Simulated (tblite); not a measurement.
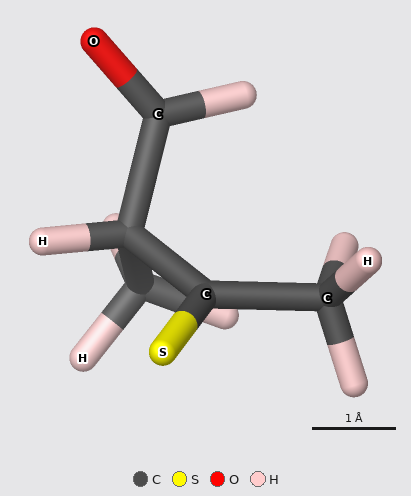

Figure 1. The starting structure (stick view, seen at a tilt). Bond lengths as drawn: C–C 1.49 to 1.53 Å, C–H 1.10 to 1.13 Å, C–O 1.23 Å and C–S 1.43 Å.

# C$_{5}$H$_{8}$OS (charge +1): geometry relaxation (part 1 of 2)

The run: geometry relaxation of C$_{5}$H$_{8}$OS, charge +1, multiplicity 2. Method and program: GFN2-xTB geometry optimisation, gas phase (tblite 0.8.0).

It belongs to a series of runs on one base structure; here: electron removed.

**Log**
```
step      E/eV     max force
  0    -585.38035   14.117
  1    -586.04382    6.055
  2    -586.41969    4.085
  3    -586.67927    1.968
  4    -586.74098    0.465
  5    -586.76320    0.405
  6    -586.79416    0.337
  7    -586.79904    0.209
  8    -586.80469    0.197
  9    -586.80961    0.191
 10    -586.81454    0.177
 11    -586.81765    0.129
 12    -586.81983    0.128
 13    -586.82163    0.118
 14    -586.82357    0.105
 15    -586.82556    0.118
 16    -586.82750    0.105
 17    -586.82951    0.141
 18    -586.83185    0.147
 19    -586.83444    0.140
 20    -586.83674    0.124
 21    -586.83846    0.104
 22    -586.83982    0.099
 23    -586.84123    0.121
 24    -586.84286    0.111
 25    -586.84434    0.112
 26    -586.84539    0.094
 27    -586.84614    0.068
 28    -586.84684    0.067
 29    -586.84752    0.061
 30    -586.84818    0.078
 31    -586.84885    0.065
 32    -586.84966    0.079
 33    -586.85069    0.097
 34    -586.85200    0.119
 35    -586.85369    0.159
 36    -586.85588    0.157
 37    -586.85828    0.140
 38    -586.86026    0.127
 39    -586.86152    0.099
 40    -586.86106    0.172
 41    -586.86278    0.078
 42    -586.86325    0.065
 43    -586.86463    0.069
 44    -586.86510    0.066
 45    -586.86544    0.035
 46    -586.86559    0.029
 47    -586.86573    0.027
 48    -586.86582    0.030
 49    -586.86596    0.023
 50    -586.86605    0.024
 51    -586.86613    0.022
 52    -586.86620    0.026
 53    -586.86626    0.020
 54    -586.86631    0.018
 55    -586.86637    0.020
 56    -586.86648    0.039
 57    -586.86669    0.057
 58    -586.86702    0.066
 59    -586.86749    0.058
 60    -586.86802    0.067
 61    -586.86854    0.075
 62    -586.86908    0.069
 63    -586.86968    0.060
 64    -586.87019    0.099
 65    -586.86987    0.314
 66    -586.87090    0.087
 67    -586.87119    0.075
 68    -586.87190    0.137
 69    -586.87235    0.128
 70    -586.87290    0.215
 71    -586.87369    0.119
 72    -586.87455    0.163
 73    -586.87625    0.233
 74    -586.87984    0.244
 75    -586.87808    0.675
 76    -586.88347    0.228
 77    -586.88579    0.121
 78    -586.89052    0.245
 79    -586.89347    0.614
 80    -586.89753    0.224
 81    -586.90021    0.169
 82    -586.90356    0.620
 83    -586.90750    0.261
 84    -586.91069    0.187
 85    -586.91645    0.440
 86    -586.91878    0.278
 87    -586.92206    0.255
 88    -586.92556    0.371
 89    -586.92734    0.148
 90    -586.92926    0.113
 91    -586.93409    0.583
 92    -586.93742    0.394
 93    -586.94137    0.353
 94    -586.95083    0.729
 95    -586.95971    0.329
 96    -586.96778    0.279
 97    -586.96850    0.978
 98    -586.98307    0.188
 99    -586.98842    0.190
100    -586.98873    0.630
101    -586.99820    0.288
102    -587.00129    0.295
103    -587.00283    0.513
104    -587.01155    0.381
105    -587.01599    0.446
106    -587.02948    0.660
107    -587.04454    0.623
108    -587.07894    0.603
109    -587.09888    0.376
110    -587.11987    0.440
111    -587.15123    0.474
112    -587.18048    0.475
113    -587.20989    0.387
114    -587.23312    0.478
115    -587.25843    0.768
116    -587.26999    0.656
117    -587.29668    0.459
118    -587.31546    0.325
119    -587.33010    0.301
120    -587.33530    0.218
121    -587.33865    0.153
122    -587.34119    0.128
123    -587.34250    0.097
124    -587.34413    0.099
125    -587.34570    0.088
126    -587.34744    0.121
127    -587.34999    0.126
128    -587.35248    0.138
129    -587.35411    0.109
130    -587.35504    0.079
131    -587.35576    0.071
132    -587.35668    0.084
133    -587.35783    0.106
134    -587.35904    0.091
135    -587.35999    0.071
136    -587.36064    0.062
137    -587.36127    0.066
138    -587.36222    0.083
139    -587.36398    0.143
140    -587.36720    0.251
141    -587.37215    0.330
142    -587.37840    0.274
143    -587.38498    0.226
144    -587.38875    0.303
145    -587.39138    0.213
146    -587.39597    0.158
147    -587.39977    0.168
148    -587.40269    0.185
149    -587.40549    0.147
150    -587.40724    0.241
151    -587.40904    0.252
152    -587.41104    0.083
153    -587.41283    0.086
154    -587.41431    0.085
155    -587.41539    0.079
156    -587.41593    0.073
157    -587.41634    0.065
158    -587.41672    0.034
159    -587.41694    0.025
160    -587.41700    0.022
161    -587.41708    0.021
162    -587.41715    0.021
163    -587.41724    0.028
164    -587.41734    0.034
165    -587.41742    0.021
166    -587.41748    0.013
167    -587.41752    0.011
168    -587.41754    0.012
169    -587.41755    0.011
170    -587.41758    0.013
171    -587.41762    0.014
172    -587.41766    0.013
173    -587.41768    0.009
```

**Trajectory as extended XYZ (Å, eV, eV/Å), 15 of the 174 frames kept, from step=0 to step=173**
```
15
Properties=species:S:1:pos:R:3:forces:R:3 step=0 energy=-585.38035
C    -1.7027    0.0300    0.5752    0.4950   0.8020   0.9930
C    -0.8914   -0.0708   -0.6735    4.8480   2.1480  10.6570
S    -1.5514   -0.3138   -1.9162   -6.1160  -2.4520 -12.4850
C     0.6065    0.0603   -0.6431    0.4320  -0.6110   0.1710
C     1.1301   -1.0486    0.2751    0.2530  -1.0790  -0.5440
C     0.9869    1.3986   -0.1185    1.6320   2.9500  -1.0210
O     1.6462    2.2038   -0.7657   -1.5460  -2.0070   1.5370
H    -2.2286   -0.9240    0.7656    0.0730   0.6810  -0.0520
H    -1.0189    0.2554    1.4188   -0.8190  -0.1160  -0.1530
H    -2.4194    0.8860    0.4226    0.4530  -1.0030   0.4510
H     1.0201   -0.0520   -1.6645   -0.0610   0.0950   0.3450
H     2.1243   -0.8026    0.6919   -0.4830  -0.2140  -0.3290
H     0.4479   -1.3006    1.1049    0.4450   0.2400  -0.3700
H     1.2085   -1.9470   -0.4022    0.2140   0.6360   1.0070
H     0.6374    1.6332    0.9075    0.1800  -0.0700  -0.2080
15
Properties=species:S:1:pos:R:3:forces:R:3 step=12 energy=-586.81983
C    -1.6934    0.0670    0.5862    0.0010   0.0070   0.0230
C    -0.9220   -0.0478   -0.6650   -0.0100  -0.0110  -0.0190
S    -1.5632   -0.3440   -2.1313   -0.0140   0.0270  -0.0090
C     0.5788    0.0311   -0.6361   -0.0470   0.0080   0.0470
C     1.1451   -1.0785    0.2550    0.0520   0.0100   0.0040
C     0.9931    1.4280   -0.1029    0.0460  -0.0450   0.0330
O     1.6350    2.1773   -0.7488    0.0050   0.0210  -0.0320
H    -2.2412   -0.8623    0.7723   -0.0120   0.0620  -0.0440
H    -1.0694    0.2705    1.4531   -0.0320   0.0140  -0.0230
H    -2.4531    0.8499    0.5062    0.0280  -0.0640  -0.0530
H     1.0074   -0.0377   -1.6463   -0.0840  -0.0240   0.0940
H     2.1333   -0.8036    0.6192    0.0400   0.0410  -0.0160
H     0.5044   -1.2873    1.1076    0.0900   0.0290   0.0140
H     1.2693   -1.9934   -0.3210   -0.0560   0.0140  -0.0170
H     0.6713    1.6389    0.9301   -0.0080  -0.0880  -0.0040
15
Properties=species:S:1:pos:R:3:forces:R:3 step=25 energy=-586.84434
C    -1.7392    0.0759    0.5650    0.0350  -0.0110  -0.0090
C    -0.9409   -0.0543   -0.6646    0.0450   0.0360   0.0060
S    -1.5706   -0.2930   -2.1487   -0.0010  -0.0190   0.0020
C     0.5577    0.0100   -0.6240    0.0550   0.0010   0.0240
C     1.1912   -1.0633    0.2615    0.0160  -0.0350   0.0140
C     1.0016    1.3904   -0.0773   -0.0740   0.0780  -0.0310
O     1.6118    2.1651   -0.7234    0.0030  -0.0230  -0.0100
H    -2.2910   -0.8478    0.7508   -0.0500  -0.0310  -0.0280
H    -1.1416    0.2902    1.4438    0.0560   0.0200   0.0520
H    -2.4934    0.8555    0.4469   -0.0400  -0.0080  -0.0130
H     0.9689   -0.0696   -1.6373    0.0020   0.0370  -0.0090
H     2.2162   -0.7791    0.4977    0.0200  -0.0070  -0.0290
H     0.6554   -1.2204    1.1930   -0.0300   0.0420  -0.0090
H     1.2440   -2.0032   -0.2822   -0.0480  -0.0540   0.0150
H     0.7256    1.5517    0.9767    0.0100  -0.0270   0.0240
15
Properties=species:S:1:pos:R:3:forces:R:3 step=37 energy=-586.85828
C    -1.7403    0.0671    0.5537   -0.0200  -0.0200  -0.0050
C    -0.9173   -0.0513   -0.6638   -0.0660   0.0230   0.0200
S    -1.5298   -0.3089   -2.1545    0.0210   0.0100   0.0610
C     0.5831    0.0191   -0.6193   -0.0940   0.0140  -0.0170
C     1.1970   -1.0629    0.2645   -0.0120  -0.0080  -0.0400
C     0.9995    1.3970   -0.0590   -0.0650   0.0860  -0.0080
O     1.5382    2.2160   -0.7131    0.0410   0.0510  -0.0200
H    -2.2940   -0.8657    0.7046    0.0280   0.0440   0.0260
H    -1.1758    0.2826    1.4598   -0.0050  -0.0310  -0.1360
H    -2.5071    0.8367    0.4191    0.0660  -0.0520   0.0040
H     0.9800   -0.0301   -1.6414    0.0750  -0.0830   0.0600
H     2.2669   -0.8859    0.3570    0.0250  -0.0020   0.0070
H     0.7513   -1.0786    1.2551    0.0170  -0.0160   0.0010
H     1.0764   -2.0410   -0.1953   -0.0370  -0.0240  -0.0050
H     0.7676    1.5140    1.0107    0.0250   0.0070   0.0520
15
Properties=species:S:1:pos:R:3:forces:R:3 step=49 energy=-586.86596
C    -1.7331    0.0534    0.5414   -0.0040   0.0020   0.0070
C    -0.9112   -0.0499   -0.6743   -0.0080  -0.0050   0.0000
S    -1.5076   -0.3224   -2.1657   -0.0020   0.0150  -0.0110
C     0.5884    0.0334   -0.6102   -0.0030   0.0170   0.0000
C     1.1817   -1.0633    0.2694   -0.0040   0.0120  -0.0120
C     0.9909    1.4212   -0.0515   -0.0100  -0.0020   0.0010
O     1.4938    2.2579   -0.7124   -0.0120  -0.0020  -0.0120
H    -2.2829   -0.8779    0.6994    0.0070  -0.0200  -0.0040
H    -1.1575    0.2676    1.4360    0.0180   0.0050   0.0110
H    -2.5003    0.8203    0.4172   -0.0060   0.0180  -0.0130
H     1.0115   -0.0302   -1.6201    0.0010  -0.0020   0.0040
H     2.2642   -0.9534    0.2948    0.0140  -0.0060   0.0170
H     0.7957   -1.0324    1.2841    0.0020  -0.0070   0.0030
H     0.9677   -2.0405   -0.1586    0.0000  -0.0200   0.0060
H     0.7943    1.5242    1.0285    0.0060  -0.0040   0.0020
15
Properties=species:S:1:pos:R:3:forces:R:3 step=62 energy=-586.86908
C    -1.7171    0.0532    0.5313   -0.0140   0.0030   0.0320
C    -0.8971   -0.0327   -0.6867   -0.0440   0.0240   0.0130
S    -1.4980   -0.1984   -2.1914    0.0110  -0.0110  -0.0060
C     0.6040    0.0122   -0.6001   -0.0300  -0.0420  -0.0180
C     1.1773   -1.0813    0.2922    0.0020  -0.0290   0.0090
C     0.9674    1.4214   -0.0637    0.0520   0.0200  -0.0410
O     1.3456    2.2954   -0.7592   -0.0170  -0.0140   0.0120
H    -2.2355   -0.8949    0.7004    0.0090  -0.0050  -0.0140
H    -1.1341    0.2831    1.4176   -0.0160  -0.0010   0.0260
H    -2.5049    0.7997    0.4114   -0.0040  -0.0180  -0.0060
H     1.0283   -0.0647   -1.6079    0.0610   0.0270   0.0060
H     2.2634   -0.9957    0.3177   -0.0360   0.0310   0.0140
H     0.7907   -1.0348    1.3069    0.0160   0.0040  -0.0170
H     0.9504   -2.0638   -0.1208   -0.0160   0.0340   0.0000
H     0.8554    1.5093    1.0302    0.0250  -0.0260  -0.0110
15
Properties=species:S:1:pos:R:3:forces:R:3 step=74 energy=-586.87984
C    -1.7041    0.0389    0.5138    0.0160   0.0020   0.0190
C    -0.8746    0.0131   -0.7025    0.0150   0.0670   0.0440
S    -1.4633    0.0239   -2.2182   -0.0120  -0.0090  -0.0650
C     0.6269   -0.0138   -0.5890    0.0200   0.0190   0.0290
C     1.1475   -1.0956    0.3378    0.0050  -0.0670   0.0000
C     0.9736    1.4240   -0.0975   -0.1310  -0.1870  -0.0870
O     1.0442    2.3477   -0.8251    0.0770   0.1120   0.0490
H    -2.1257   -0.9566    0.6766   -0.0390  -0.0250   0.0250
H    -1.1463    0.3108    1.4063    0.0180  -0.0050  -0.0220
H    -2.5506    0.7166    0.3988   -0.0220  -0.0480  -0.0360
H     1.0838   -0.1195   -1.5817   -0.0550   0.0330   0.0210
H     2.2363   -1.0578    0.3542   -0.0400   0.0120   0.0550
H     0.7623   -1.0032    1.3495    0.0450   0.0210  -0.0010
H     0.8732   -2.0790   -0.0404    0.0020  -0.0110  -0.0160
H     1.1123    1.4583    0.9956    0.1010   0.0840  -0.0140
15
Properties=species:S:1:pos:R:3:forces:R:3 step=86 energy=-586.91878
C    -1.7475   -0.0153    0.4885    0.0070  -0.0510   0.0150
C    -0.8881    0.0580   -0.7030   -0.0100   0.1580  -0.0120
S    -1.4505    0.2417   -2.2191    0.0290   0.0220   0.0040
C     0.6095   -0.0020   -0.5527   -0.0040   0.0370  -0.0160
C     1.0858   -1.0863    0.3987    0.0030   0.0610  -0.0070
C     1.0706    1.4279   -0.1557   -0.0010   0.1510  -0.0930
O     0.8473    2.4031   -0.7875   -0.0290  -0.2410   0.1360
H    -2.0055   -1.0619    0.6691   -0.0420  -0.0810   0.0270
H    -1.2403    0.3404    1.3832   -0.0180   0.0660  -0.0090
H    -2.6879    0.5185    0.3483    0.0700  -0.0250  -0.0210
H     1.0686   -0.1441   -1.5425    0.0100  -0.0430   0.0320
H     2.1677   -1.0306    0.4937    0.0300  -0.0430  -0.0280
H     0.6477   -0.9974    1.3881   -0.0150   0.0070   0.0000
H     0.8455   -2.0680   -0.0030   -0.0020  -0.0180   0.0210
H     1.6727    1.4241    0.7720   -0.0290  -0.0010  -0.0500
```
